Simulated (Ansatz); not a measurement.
# CH₂GaN: one molecule under many settings

How do the results and run time of CH₂GaN respond when the settings are drawn wide?

Method: the settings change from run to run; program: Ansatz 0.2.0, Gaussian basis.

## (1) The relaxed structure

An earlier PBE0-D4 in a triple-zeta def2 set relaxation fixed the geometry.

5 atoms, charge 0, spin multiplicity 1.

Atoms are counted from 1 here; the program's logs count them from 0.

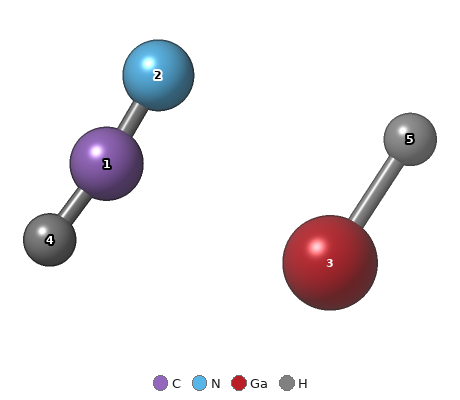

The structure; carbon purple, nitrogen blue, gallium red, hydrogen grey; atoms are numbered from 1 in the order of the file.

Geometry (Å):

```mol
CH2GaN
  3D, bonds by distance, orders not assigned

  5  3  0  0  0  0  0  0  0  0999 V2000
   -0.2714   -1.0790    0.4435 C   0  0
    0.5573   -0.5309    1.0289 N   0  0
   -0.1973    1.1845   -1.1414 Ga  0  0
   -1.0286   -1.6763   -0.0200 H   0  0
    0.9899    2.0280   -0.3524 H   0  0
  1  2  8  0
  1  4  8  0
  3  5  8  0
M  END
```

## (2) B97/def2-TZVP

This run has multiplicity 3.

in.yaml

```yaml
crystal:
  periodic: [false, false, false]
  atoms:
    - {symbol: C, position_ang: [-0.271379, -1.078997, 0.443532]}
    - {symbol: N, position_ang: [0.557342, -0.530912, 1.028872]}
    - {symbol: Ga, position_ang: [-0.197278, 1.184506, -1.141366]}
    - {symbol: H, position_ang: [-1.028632, -1.676278, -0.020042]}
    - {symbol: H, position_ang: [0.989946, 2.027981, -0.352396]}
basis:
  gaussian: {orbitals: def2-TZVP}
magnetization: {spin_polarized: true, initial_magnetization: 2}
hamiltonian: {xc: {name: B97}}
```

Run with:

```sh
> ansatz run in.yaml --threads 2 --pin off --events-out ev --progress --plain --max-ram 4352MiB
```

Log:

```text
Functional definition: B97
  name "B97"
  cite "Becke, J. Chem. Phys. 107, 8554 (1997) doi:10.1063/1.475007"
  parameter cx = 0.1943
  parameter cx0 = 0.8094
  parameter cx1 = 0.5073
  parameter cx2 = 0.7481
  parameter css0 = 0.1737
  parameter css1 = 2.3487
  parameter css2 = -2.4868
  parameter cos0 = 0.9454
  parameter cos1 = 0.7471
  parameter cos2 = -4.5961
  exchange = spin_sum(e_x_unif_s*poly(b97_u_x, cx0, cx1, cx2)) + cx*exact_x
  correlation = spin_sum(e_c_pw_same_spin*poly(b97_u_same, css0, css1, css2))
      + integral(e_c_pw_opposite_spin*poly(b97_u_opposite, cos0, cos1, cos2))
826 factors; their error is unknown
mean field evaluation 1: about -54914.4584 eV, gradient 5.0e1 eV
mean field evaluation 2: about -54700.5954 eV, gradient 1.3e2 eV
mean field evaluation 4: about -54923.5519 eV, gradient 3.4e1 eV
mean field evaluation 8: about -54930.6551 eV, gradient 1.3e0 eV
mean field evaluation 16: about -54930.8132 eV, gradient 4.2e-3 eV
mean field evaluation 32: about -54930.5238 eV, gradient 2.5e0 eV
mean field -54930.81317943 eV, -2018.6701509016 hartree, gradient 2.4e-5 eV, S^2 2.004499; 3 other end points of the search recorded, 0 dependent functions left out
reference -54930.81321319 eV, -2018.6701521424 hartree; 24, 22 occupied and 98, 100 virtual orbitals, 826 factors
Total energy: -54930.81321319 eV, -2018.6701521424 hartree
```

Wall time 9.5 s (2 threads of Arm Neoverse V1, shared host).

⟨S²⟩ 2.004.

## (3) PBE/cc-pVTZ

Options: multiplicity 3, a point charge of 0.50 e beside it, high accuracy, the search for lower states set to light.

Changes to in.yaml since step 2:

```diff
@@ -9,4 +9,7 @@
 basis:
-  gaussian: {orbitals: def2-TZVP}
+  gaussian: {orbitals: cc-pVTZ, point_charges: [{charge: 0.50, position_ang: [5.874, -0.040, 0.612]}]}
 magnetization: {spin_polarized: true, initial_magnetization: 2}
-hamiltonian: {xc: {name: B97}}
+hamiltonian: {xc: {name: PBE}}
+accuracy: high
+scf: {lower_state_search: light}
+output: {forces: true}
```

Launched as before.

Log, cut to the lines that bear on the results:

```text
Functional definition: PBE
  name "PBE"
  cite "Perdew, Burke & Ernzerhof, Phys. Rev. Lett. 77, 3865 (1996) doi:10.1103/PhysRevLett.77.3865"
  parent pbe
[...]
2147 factors; integrals over basis functions are off by at most 4.7e-9 eV
[...]
mean field -54924.28482994 eV, -2018.4302384831 hartree, gradient 5.3e-8 eV, S^2 2.003901; 5 other end points of the search recorded, 0 dependent functions left out
[...]
reference -54924.28483343 eV, -2018.4302386111 hartree; 24, 22 occupied and 107, 109 virtual orbitals, 2147 factors
Total energy: -54924.28483343 eV, -2018.4302386111 hartree
Atom 0 at    -0.271379    -1.078997     0.443532 Å, force    -0.727082    -0.554813    -0.449370 eV/Å
Atom 1 at     0.557342    -0.530912     1.028872 Å, force     0.916509     0.536817     0.637301 eV/Å
Atom 2 at    -0.197278     1.184506    -1.141366 Å, force     0.385488     0.233773     0.243248 eV/Å
Atom 3 at    -1.028632    -1.676278    -0.020042 Å, force    -0.211950    -0.108479    -0.141178 eV/Å
Atom 4 at     0.989946     2.027981    -0.352396 Å, force    -0.330121    -0.113987    -0.288710 eV/Å
Dipole moment:    -0.484488    -0.414662    -0.153246 e Å
```

It took 12 s on 2 threads of Arm Neoverse V1, shared host.

Largest force 1.239 eV/Å, dipole 3.15 D, ⟨S²⟩ 2.004.

## (4) B2GP-PLYP/def2-SVP

Options: high accuracy.

Changes to in.yaml since step 3:

```diff
@@ -9,7 +9,4 @@
 basis:
-  gaussian: {orbitals: cc-pVTZ, point_charges: [{charge: 0.50, position_ang: [5.874, -0.040, 0.612]}]}
-magnetization: {spin_polarized: true, initial_magnetization: 2}
-hamiltonian: {xc: {name: PBE}}
+  gaussian: {orbitals: def2-SVP}
+hamiltonian: {xc: {name: B2GP-PLYP}}
 accuracy: high
-scf: {lower_state_search: light}
-output: {forces: true}
```

Launched as before.

Log, cut to the lines that bear on the results:

```text
Functional definition: B2GP-PLYP
  name "B2GP-PLYP"
  cite "Karton, Tarnopolsky, Lamère, Schatz & Martin, J. Phys. Chem. A 112, 12868 (2008) doi:10.1021/jp801805p"
  cite "Becke, Phys. Rev. A 38, 3098 (1988) doi:10.1103/PhysRevA.38.3098"
  cite "Lee, Yang & Parr, Phys. Rev. B 37, 785 (1988) doi:10.1103/PhysRevB.37.785"
[...]
1449 factors; integrals over basis functions are off by at most 5.4e-9 eV
[...]
mean field -54904.09818518 eV, -2017.6883929710 hartree, gradient 9.2e-8 eV, S^2 0.000000; 0 other end points of the search recorded, 0 dependent functions left out
11 core orbitals not correlated: weight in the atoms' cores, before any rotation towards them, 1.000 or more for the frozen orbitals, at most 0.000 for the correlated occupied ones
reference -54904.09820096 eV, -2017.6883935507 hartree; 12, 12 occupied and 47, 47 virtual orbitals, 1449 factors
second order -15.59302116 eV of doubles, -0.00000000 eV of singles
Total energy: -54909.71168857 eV, -2017.8946854157 hartree
```

Run time: 3.2 s. Hardware: 2 threads of Arm Neoverse V1, shared host.

## (5) B2PLYP/aug-cc-pVTZ

Options: density fitting with def2-universal-jkfit.

Changes to in.yaml since step 4:

```diff
@@ -9,4 +9,4 @@
 basis:
-  gaussian: {orbitals: def2-SVP}
-hamiltonian: {xc: {name: B2GP-PLYP}}
-accuracy: high
+  gaussian: {orbitals: aug-cc-pVTZ, fitting: {mean_field: def2-universal-jkfit}}
+hamiltonian: {xc: {name: B2PLYP}}
+output: {forces: true}
```

Same command.

Log, cut to the lines that bear on the results:

```text
Functional definition: B2PLYP
  name "B2PLYP"
  cite "Grimme, J. Chem. Phys. 124, 034108 (2006) doi:10.1063/1.2148954"
  cite "Becke, Phys. Rev. A 38, 3098 (1988) doi:10.1103/PhysRevA.38.3098"
  cite "Lee, Yang & Parr, Phys. Rev. B 37, 785 (1988) doi:10.1103/PhysRevB.37.785"
[...]
454 factors; integrals over basis functions are off by at most 1.2e0 eV
[...]
mean field -54920.49595613 eV, -2018.2909999386 hartree, gradient 3.8e-6 eV, S^2 0.000000; 0 other end points of the search recorded, 0 dependent functions left out
11 core orbitals not correlated: weight in the atoms' cores, before any rotation towards them, 1.000 or more for the frozen orbitals, at most 0.000 for the correlated occupied ones
reference -54920.49611989 eV, -2018.2910059566 hartree; 12, 12 occupied and 174, 174 virtual orbitals, 454 factors
second order -17.01151220 eV of doubles, -0.00000000 eV of singles
[...]
Total energy: -54925.08922818 eV, -2018.4597995731 hartree
Atom 0 at    -0.271379    -1.078997     0.443532 Å, force    -0.727529    -0.598357    -0.427030 eV/Å
Atom 1 at     0.557342    -0.530912     1.028872 Å, force     0.597946     0.377714     0.434908 eV/Å
Atom 2 at    -0.197278     1.184506    -1.141366 Å, force     0.079545     0.164168    -0.027380 eV/Å
Atom 3 at    -1.028632    -1.676278    -0.020042 Å, force     0.134968     0.115494     0.076303 eV/Å
Atom 4 at     0.989946     2.027981    -0.352396 Å, force    -0.084931    -0.059020    -0.056802 eV/Å
Dipole moment:    -0.426048    -0.408824    -0.206664 e Å
```

It took 11 s on 2 threads of Arm Neoverse V1, shared host; peak memory 0.5 GiB.

Largest force 1.034 eV/Å, dipole 3.00 D.

## (6) wB97X/aug-cc-pVDZ

This run has multiplicity 3, density fitting with cc-pVTZ-jkfit, finite nuclei, a point charge of 2.00 e beside it, the search for lower states set to light.

Changes to in.yaml since step 5:

```diff
@@ -9,4 +9,5 @@
 basis:
-  gaussian: {orbitals: aug-cc-pVTZ, fitting: {mean_field: def2-universal-jkfit}}
-hamiltonian: {xc: {name: B2PLYP}}
-output: {forces: true}
+  gaussian: {orbitals: aug-cc-pVDZ, fitting: {mean_field: cc-pVTZ-jkfit}, nuclear_model: gaussian, point_charges: [{charge: 2.00, position_ang: [5.969, -0.888, 0.318]}]}
+magnetization: {spin_polarized: true, initial_magnetization: 2}
+hamiltonian: {xc: {name: wB97X}}
+scf: {lower_state_search: light}
```

Same command.

Log, cut to the lines that bear on the results:

```text
Functional definition: wB97X
  name "wB97X"
  cite "Chai & Head-Gordon, J. Chem. Phys. 128, 084106 (2008) doi:10.1063/1.2834918"
  cite "Becke, J. Chem. Phys. 107, 8554 (1997) doi:10.1063/1.475007"
[...]
  # The coefficients of nought are those of the uniform gas.
[...]
      + exact_x_lr(omega)
[...]
      + integral(e_c_pw_opposite_spin*poly(b97_u_opposite, 1, cos1, cos2, cos3, cos4))
425 factors; integrals over basis functions are off by at most 4.3e-1 eV
425 factors; integrals over basis functions are off by at most 2.8e-2 eV
[...]
mean field -54933.21134592 eV, -2018.7582818946 hartree, gradient 7.8e-6 eV, S^2 2.006893; 2 other end points of the search recorded, 0 dependent functions left out
reference -54933.21133527 eV, -2018.7582815031 hartree; 24, 22 occupied and 76, 78 virtual orbitals, 425 factors
Total energy: -54933.21133527 eV, -2018.7582815031 hartree
```

It took 20 s on 2 threads of Arm Neoverse V1, shared host.

⟨S²⟩ 2.007.

## (7) SVWN5/cc-pVDZ

in.yaml

```yaml
crystal:
  periodic: [false, false, false]
  atoms:
    - {symbol: C, position_ang: [-0.271379, -1.078997, 0.443532]}
    - {symbol: N, position_ang: [0.557342, -0.530912, 1.028872]}
    - {symbol: Ga, position_ang: [-0.197278, 1.184506, -1.141366]}
    - {symbol: H, position_ang: [-1.028632, -1.676278, -0.020042]}
    - {symbol: H, position_ang: [0.989946, 2.027981, -0.352396]}
basis:
  gaussian: {orbitals: cc-pVDZ}
hamiltonian: {xc: {name: SVWN5}}
```

Same command.

Log:

```text
Functional definition: SVWN5
  name "SVWN5"
  cite "Dirac, Proc. Camb. Phil. Soc. 26, 376 (1930) doi:10.1017/S0305004100016108"
  cite "Slater, Phys. Rev. 81, 385 (1951) doi:10.1103/PhysRev.81.385"
  cite "Vosko, Wilk & Nusair, Can. J. Phys. 58, 1200 (1980) doi:10.1139/p80-159"
  exchange = slater_x
  correlation = vwn5_c
872 factors; their error is unknown
mean field evaluation 1: about -54825.5845 eV, gradient 4.2e1 eV
mean field evaluation 2: about -54739.5989 eV, gradient 1.3e2 eV
mean field evaluation 4: about -54829.8678 eV, gradient 9.7e0 eV
mean field evaluation 8: about -54830.2780 eV, gradient 1.3e-1 eV
mean field evaluation 16: about -54830.2587 eV, gradient 1.3e-4 eV
mean field -54830.25869995 eV, -2014.9748419391 hartree, gradient 3.4e-5 eV, S^2 0.000000; 0 other end points of the search recorded, 0 dependent functions left out
reference -54830.25873128 eV, -2014.9748430902 hartree; 23, 23 occupied and 42, 42 virtual orbitals, 872 factors
Total energy: -54830.25873128 eV, -2014.9748430902 hartree
```

Wall time 0.45 s (2 threads of Arm Neoverse V1, shared host).

## (8) B97/pcseg-2

Set apart from the defaults: density fitting with def2-universal-jkfit, a grid of angular degree 47, a point charge of 0.50 e beside it.

Changes to in.yaml since step 7:

```diff
@@ -9,3 +9,4 @@
 basis:
-  gaussian: {orbitals: cc-pVDZ}
-hamiltonian: {xc: {name: SVWN5}}
+  gaussian: {orbitals: pcseg-2, fitting: {mean_field: def2-universal-jkfit}, final_grid: {core_spheres: 20, valence_spheres: 16, degree: 47}, point_charges: [{charge: 0.50, position_ang: [4.797, 0.568, -0.782]}]}
+hamiltonian: {xc: {name: B97}}
+output: {forces: true}
```

The command is unchanged.

Log, cut to the lines that bear on the results:

```text
Functional definition: B97
  name "B97"
  cite "Becke, J. Chem. Phys. 107, 8554 (1997) doi:10.1063/1.475007"
[...]
      + integral(e_c_pw_opposite_spin*poly(b97_u_opposite, cos0, cos1, cos2))
454 factors; integrals over basis functions are off by at most 1.3e0 eV
[...]
mean field -54934.37860069 eV, -2018.8011777162 hartree, gradient 3.7e-5 eV, S^2 0.000000; 0 other end points of the search recorded, 0 dependent functions left out
[...]
reference -54934.37862767 eV, -2018.8011787076 hartree; 23, 23 occupied and 108, 108 virtual orbitals, 454 factors
Total energy: -54934.37862767 eV, -2018.8011787076 hartree
Atom 0 at    -0.271379    -1.078997     0.443532 Å, force    -0.284981    -0.232702    -0.154049 eV/Å
Atom 1 at     0.557342    -0.530912     1.028872 Å, force     0.345866     0.120554     0.199921 eV/Å
Atom 2 at    -0.197278     1.184506    -1.141366 Å, force    -0.213138     0.037161    -0.170398 eV/Å
Atom 3 at    -1.028632    -1.676278    -0.020042 Å, force    -0.017770    -0.005824     0.027998 eV/Å
Atom 4 at     0.989946     2.027981    -0.352396 Å, force     0.221982     0.051166     0.048753 eV/Å
Dipole moment:    -0.572676    -0.421872    -0.242172 e Å
```

Wall time 2.6 s (2 threads of Arm Neoverse V1, shared host).

Largest force 0.417 eV/Å, dipole 3.61 D.

## (9) r2SCANh/def2-TZVP

Set apart from the defaults: charge -1, multiplicity 2, a grid of angular degree 11, D3(BJ) with three-body dispersion.

in.yaml

```yaml
crystal:
  periodic: [false, false, false]
  atoms:
    - {symbol: C, position_ang: [-0.271379, -1.078997, 0.443532]}
    - {symbol: N, position_ang: [0.557342, -0.530912, 1.028872]}
    - {symbol: Ga, position_ang: [-0.197278, 1.184506, -1.141366]}
    - {symbol: H, position_ang: [-1.028632, -1.676278, -0.020042]}
    - {symbol: H, position_ang: [0.989946, 2.027981, -0.352396]}
basis:
  gaussian: {orbitals: def2-TZVP, final_grid: {core_spheres: 5, valence_spheres: 4, degree: 11}}
total_charge: -1
magnetization: {spin_polarized: true, initial_magnetization: 1}
hamiltonian: {xc: {name: r2SCANh}, dispersion: d3bjatm}
output: {forces: true}
```

Same command.

Log, cut to the lines that bear on the results:

```text
Functional definition: r2SCANh
  name "r2SCANh"
  cite "Bursch, Neugebauer, Ehlert & Grimme, J. Chem. Phys. 156, 134105 (2022) doi:10.1063/5.0086040"
  cite "Furness, Kaplan, Ning, Perdew & Sun, J. Phys. Chem. Lett. 11, 8208 (2020) doi:10.1021/acs.jpclett.0c02405"
  cite "Furness, Kaplan, Ning, Perdew & Sun, J. Phys. Chem. Lett. 11, 9248 (2020) doi:10.1021/acs.jpclett.0c03077"
  parent r2scan
[...]
814 factors; their error is unknown
[...]
mean field -54933.97503214 eV, -2018.7863468454 hartree, gradient 8.2e-6 eV, S^2 0.758594; 6 other end points of the search recorded, 0 dependent functions left out
[...]
reference -54933.97504351 eV, -2018.7863472635 hartree; 24, 23 occupied and 98, 99 virtual orbitals, 814 factors
Total energy: -54934.00139019 eV, -2018.7873154860 hartree
Atom 0 at    -0.271379    -1.078997     0.443532 Å, force    -0.340549     0.235023    -0.585360 eV/Å
Atom 1 at     0.557342    -0.530912     1.028872 Å, force     0.430173    -0.258367     0.709071 eV/Å
Atom 2 at    -0.197278     1.184506    -1.141366 Å, force    -0.322260    -0.156546    -0.266373 eV/Å
Atom 3 at    -1.028632    -1.676278    -0.020042 Å, force     0.127782     0.121567     0.063398 eV/Å
Atom 4 at     0.989946     2.027981    -0.352396 Å, force     0.104854     0.058323     0.079264 eV/Å
Dipole moment:    -0.331432    -0.743539     0.153418 e Å
```

It took 9 s on 2 threads of Arm Neoverse V1, shared host.

Largest force 0.869 eV/Å, ⟨S²⟩ 0.759.

## (10) B2GP-PLYP/cc-pVDZ

Options: coordinates scaled by 0.92, the search for lower states set to off.

in.yaml

```yaml
crystal:
  periodic: [false, false, false]
  atoms:
    - {symbol: C, position_ang: [-0.249668, -0.992677, 0.408049]}
    - {symbol: N, position_ang: [0.512754, -0.488439, 0.946562]}
    - {symbol: Ga, position_ang: [-0.181495, 1.089745, -1.050057]}
    - {symbol: H, position_ang: [-0.946341, -1.542175, -0.018438]}
    - {symbol: H, position_ang: [0.910751, 1.865742, -0.324204]}
basis:
  gaussian: {orbitals: cc-pVDZ}
hamiltonian: {xc: {name: B2GP-PLYP}}
scf: {lower_state_search: off}
```

Same command.

Log, cut to the lines that bear on the results:

```text
Functional definition: B2GP-PLYP
  name "B2GP-PLYP"
  cite "Karton, Tarnopolsky, Lamère, Schatz & Martin, J. Phys. Chem. A 112, 12868 (2008) doi:10.1021/jp801805p"
  cite "Becke, Phys. Rev. A 38, 3098 (1988) doi:10.1103/PhysRevA.38.3098"
  cite "Lee, Yang & Parr, Phys. Rev. B 37, 785 (1988) doi:10.1103/PhysRevB.37.785"
[...]
679 factors; integrals over basis functions are off by at most 7.0e-4 eV
[...]
mean field -54911.20274562 eV, -2017.9494807516 hartree, gradient 2.3e-6 eV, S^2 0.000000; 0 other end points of the search recorded, 0 dependent functions left out
11 core orbitals not correlated: weight in the atoms' cores, before any rotation towards them, 1.000 or more for the frozen orbitals, at most 0.000 for the correlated occupied ones
reference -54911.20284462 eV, -2017.9494843896 hartree; 12, 12 occupied and 42, 42 virtual orbitals, 679 factors
second order -10.91053779 eV of doubles, -0.00000000 eV of singles
Total energy: -54915.13063822 eV, -2018.0938281422 hartree
Checks for a lower state left out: stability, starts, cluster_reference, orbital_swaps, neighbouring_geometries, increment
```

Run time: 0.8 s. Hardware: 2 threads of Arm Neoverse V1, shared host.

## (11) All runs side by side

```
             level  charge  multiplicity               geometry  functions  energy (eV)    time
     B97/def2-TZVP       0             3                relaxed        122   -54930.813   9.5 s
       PBE/cc-pVTZ       0             3  relaxed, point charge        131   -54924.285    12 s
B2GP-PLYP/def2-SVP       0             1                relaxed         70   -54909.712   3.2 s
B2PLYP/aug-cc-pVTZ       0             1                relaxed        197   -54925.089    11 s
 wB97X/aug-cc-pVDZ       0             3  relaxed, point charge        100   -54933.211    20 s
     SVWN5/cc-pVDZ       0             1                relaxed         65   -54830.259  0.45 s
       B97/pcseg-2       0             1  relaxed, point charge        131   -54934.379   2.6 s
 r2SCANh/def2-TZVP      -1             2                relaxed        122   -54934.001     9 s
 B2GP-PLYP/cc-pVDZ       0             1                 scaled         65   -54915.131   0.8 s
```

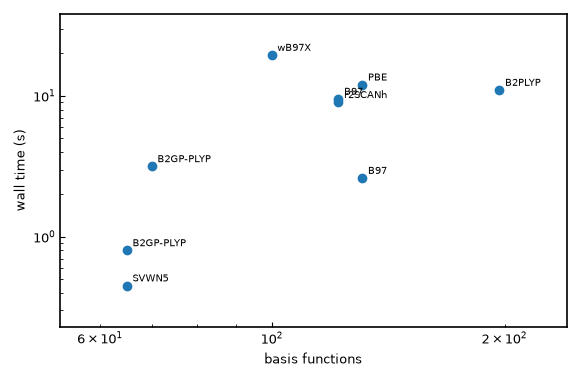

Wall time against the number of basis functions (shared host).

## (12) Results

```
                                         quantity                    value
                                             runs                        9
                                         quickest    SVWN5/cc-pVDZ, 0.45 s
                                          slowest  wB97X/aug-cc-pVDZ, 20 s
spread of total energies, same state and geometry                  94.8 eV
```

What this shows: Run time spans a factor of 43, from SVWN5/cc-pVDZ to wB97X/aug-cc-pVDZ. The jobs differ in tasks and options as well as level. The totals spread over 95 eV; they can't be compared across methods or bases. At the PBE0-D4/def2-TZVP geometry and in the same state, runs without warnings or point charges leave forces up to 1.03 eV/Å (B2PLYP/aug-cc-pVTZ).
